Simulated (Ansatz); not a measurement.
# C3H5B: rigid torsion scan

Aim: a rigid torsion scan, for C3H5B, run from a script. SMILES: BC1=CC1.

Program: the Python package of Ansatz 0.2.0. Level of theory: B3LYP/cc-pVDZ. These are calculated values, not measurements.

## Step 1: The system

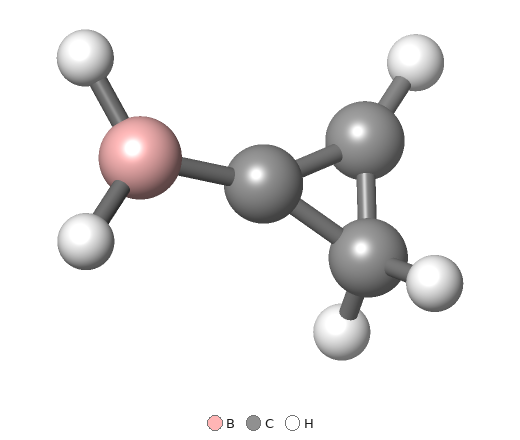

The starting structure, viewed from a chosen angle; boron pink, carbon grey, hydrogen white.

No structure file is read: the coordinates are typed or built in the script.

## Step 2: The script

torsion_c3h5b.py

```python
"""Energy of C3H5B as one group turns about a bond."""

import logging
import sys

import ansatz
from ase import Atoms

logging.basicConfig(stream=sys.stdout, format="%(name)s: %(message)s")
logger = logging.getLogger("run")
logger.setLevel(logging.INFO)

BASIS = "cc-pVDZ"
XC = "b3lyp"
FORCE_TOL = 0.02


def main() -> None:
    atoms = Atoms(["B", "C", "C", "C", "H", "H", "H", "H", "H"], positions=[
        [-0.6162, 1.3102, -0.809],
        [-0.0255, 0.1164, -0.1209],
        [0.9966, -0.8758, -0.0436],
        [0.0461, -0.8418, 0.8833],
        [-0.1458, 1.8227, -1.7883],
        [-1.6681, 1.8313, -0.4025],
        [1.9768, -1.3124, -0.3957],
        [-0.7347, -1.643, 0.7284],
        [0.2592, -0.4537, 1.9314],
    ])

    # start the scan from a relaxed geometry
    first = (
        ansatz.Crystal.molecule_from_ase(atoms).calculation()
        .basis(gaussian=BASIS)
        .functional(XC)
        .relax(force_tolerance=FORCE_TOL, max_steps=80)
    )
    atoms.positions = first.run().report["positions_ang"]

    start = atoms.get_dihedral(2, 1, 0, 4)
    energies = {}
    for turn in range(0, 360, 30):
        turned = atoms.copy()
        turned.set_dihedral(2, 1, 0, 4, start + turn, indices=[0, 4, 5])
        setup = ansatz.Crystal.molecule_from_ase(turned).calculation().basis(gaussian=BASIS).functional(XC)
        energies[round((start + turn) % 360)] = setup.run().report["free_energy_ev"]
    floor = min(energies.values())
    logger.info("dihedral C2-C1-B0-H4 (deg)   E - E(min) (eV)")
    for angle, e in sorted(energies.items()):
        logger.info(f"{angle:8d} {(e - floor):14.3f}  " + "#" * int(30 * (e - floor) / max(max(energies.values()) - floor, 1e-9)))


if __name__ == "__main__":
    main()
```

## Step 3: The calls as engine input

The package turns the script's settings into the engine's input (first run):

```yaml
crystal:
  periodic: [false, false, false]
  atoms:
    - { symbol: B, position_ang: [-0.6162, 1.3102, -0.809] }
    - { symbol: C, position_ang: [-0.0255, 0.1164, -0.1209] }
    - { symbol: C, position_ang: [0.9966, -0.8758, -0.0436] }
    - { symbol: C, position_ang: [0.0461, -0.8418, 0.8833] }
    - { symbol: H, position_ang: [-0.1458, 1.8227, -1.7883] }
    - { symbol: H, position_ang: [-1.6681, 1.8313, -0.4025] }
    - { symbol: H, position_ang: [1.9768, -1.3124, -0.3957] }
    - { symbol: H, position_ang: [-0.7347, -1.643, 0.7284] }
    - { symbol: H, position_ang: [0.2592, -0.4537, 1.9314] }
basis:
  gaussian:
    orbitals: cc-pVDZ
hamiltonian:
  xc: b3lyp
relax:
  f_tol: 0.02
  max_steps: 80
```

## Step 4: The run

On the command line:

```sh
$ python torsion_c3h5b.py
```

Without the output at hand: what should come out? Wanted: range of energy; lowest point, turn.

The runs gave:

| quantity | value |
| --- | --- |
| runs compared | 12 |
| range of energy | 0.207 eV |
| lowest point, turn (°) | 0 |

**Reading.** The lowest point lies at a turn of 0°, the highest 0.207 eV (20.0 kJ/mol) above it at 270°. The grid can miss the true lowest and highest points, and the rest of the molecule is held rigid. Run 0: After 15 moves the largest shift is 0.775 Å. What to keep in mind:
- The scan is rigid and the energies are electronic, in a modest basis. With rigid groups the curve can differ much from the relaxed path, the start wasn't checked as a minimum of this torsion, and equivalent turns needn't return to the same energy.
- b3lyp holds the VWN-RPA fit, as in Gaussian; the form of ORCA and Turbomole is b3lyp5.
